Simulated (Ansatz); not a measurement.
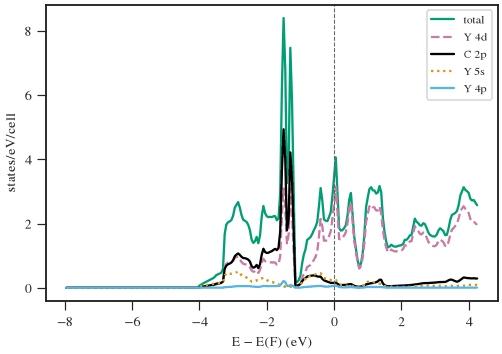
Figure. Total and projected density of states of Y2C in space group R-3m (No. 166; Y on 6c, C on 3a), plane-wave PAW PBEsol (Ansatz code)

Question: Which orbitals carry the states next to the Fermi level?

Answer: Within 0.5 eV of the Fermi level: Y 4d 77 %, Y 5s 9 %, C 2p 7 %. Projections are on Löwdin-orthogonalised atomic valence shells; empty p or d shells of many metals are not among them.

Question: Where is the tallest occupied peak in this window, and what makes it?

Answer: Near -1.5 eV, about 8.4 states/eV per cell; the largest projected share is C 2p.

The first step of the workflow began from a Materials Project structure, measured or hypothetical; the Crystallography Open Database files this formula in space group No. 166, but the cells were not matched. Its standing as an ambient phase is unchecked. The PBEsol relaxation kept the symmetry of its start; whether a distortion lowers the energy is not shown. No spin polarisation was allowed. Scalar-relativistic: spin–orbit coupling is off unless named, which matters more the heavier the elements.

Potentials: the later of the program's two PAW sets.
